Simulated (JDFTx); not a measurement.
System: Mo(110) (Im-3m bulk; lattice of mp-129, not re-optimised at this level), 1x1 cell of 6 atoms in 6 planes, area 7.09 Å² a face, 11.0 Å between the outermost planes in a cell 27.2 Å high; k mesh 8×8×1, Fermi width 0.01 Ha, no spin polarisation.

Level of theory: PBE, GBRV ultrasoft potentials, plane waves to 20/100 Ha; code: JDFTx (a modified build). Liquid on both sides: CANDLE, water, 1 M NaCl; nuclei fixed, outer atoms relaxed in vacuum. U vs SHE = −μ/e − 4.44 V throughout (conventional absolute potential of the hydrogen electrode). The model has bare, unreconstructed faces and no explicit solvent. On the negative side CANDLE's cavity feels the periodic box, so those points shift with the cell height. Convergence in thickness and k mesh wasn't tested for this slab.

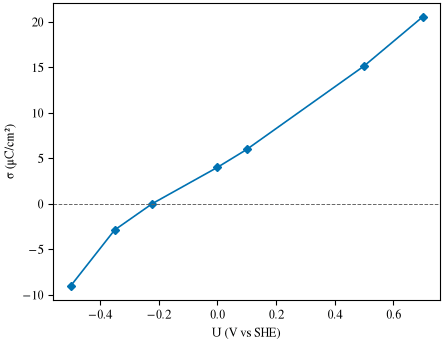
Figure: Surface charge density of Mo(110) against potential

### Question
Read off the potential of zero charge and the mean capacitance σ/(U − U_pzc) at the computed point just above it.

### Answer
U_pzc ≈ -0.22 V. At 0.00 V it is about 18 μF/cm².
